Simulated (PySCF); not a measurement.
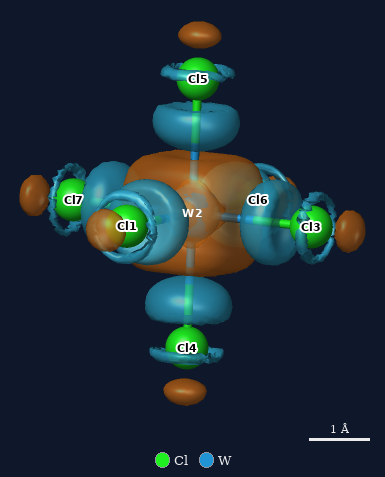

*Cl6W, SMILES `Cl[W](Cl)(Cl)(Cl)(Cl)Cl`. Deformation density (molecule less spherical, spin-averaged free atoms at the same positions), surfaces at ±0.04 e/Å³; light blue: gain, orange: loss.*

Level of theory: PBE0/def2-SVP (PySCF), at a geometry from GFN2-xTB. Core potentials replace the inner electrons of W; spin–orbit coupling isn't included. This is a single-reference result, which may miss multireference character in this system. No frequency check shows the geometry to be a minimum. GFN2-xTB bond lengths at metals and heavier atoms can be off by up to 0.1 Å and shapes distorted, which carries into these values.

> Describe the bonding that the map shows.

W2–Cl3, Cl1–W2, W2–Cl5, W2–Cl4 and 2 more like them: +0.08 e/Å³ at the bond critical point (bond length 2.29 Å, Mayer order 1.2). In all, 1.2 electrons gather in the regions of gain relative to the promolecule. A small or negative value marks a very polar bond, one between electron-rich atoms, whose free-atom densities already overlap strongly, a long bond to a heavier atom, or a closed-shell contact such as a hydrogen bond.

> Where do the Hirshfeld charges lie?

The highest Hirshfeld charge is on W2 (+0.66 e), the lowest on Cl1, Cl3, Cl4, Cl5, Cl6 and Cl7 (−0.11 e).

Run time: 26 s on 1 thread of AMD EPYC 7R43 64-Core Processor (Zen 3), with other jobs on the host, peak memory 0.63 GiB.
